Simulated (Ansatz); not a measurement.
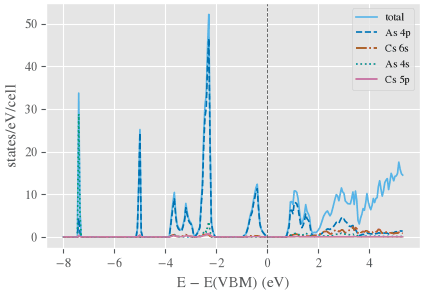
Figure: Total and projected density of states of Cs2As3 in space group Fmmm (No. 69; Cs on 8f, Cs on 8h, As on 16n, As on 8i), r²SCAN in the plane-wave PAW code Ansatz

Q: Which orbitals carry the states next to the gap?

A: Top 1 eV of the valence band: As 4p 90 %, outside the projected shells 6 %. Bottom 1 eV of the conduction band: As 4p 73 %, As 4s 9 %, Cs 6s 5 %, outside the projected shells 12 %. Projections are on Löwdin-orthogonalised atomic valence shells; empty p or d shells of many metals are not among them.

Q: Where is the tallest occupied peak in this window, and what makes it?

A: Near -2.3 eV, about 52 states/eV per cell; the largest projected share is As 4p.

The workflow started from a Materials Project entry (that database holds measured and hypothetical structures alike); the Crystallography Open Database copy checked does not list it. Whether it is the stable phase at ambient conditions was not checked. The cell was relaxed with r²SCAN under the symmetry of its start; its stability against distortions is not shown here. Spin–orbit coupling is left out wherever it is not named.

Potentials: the later of the program's two PAW sets.
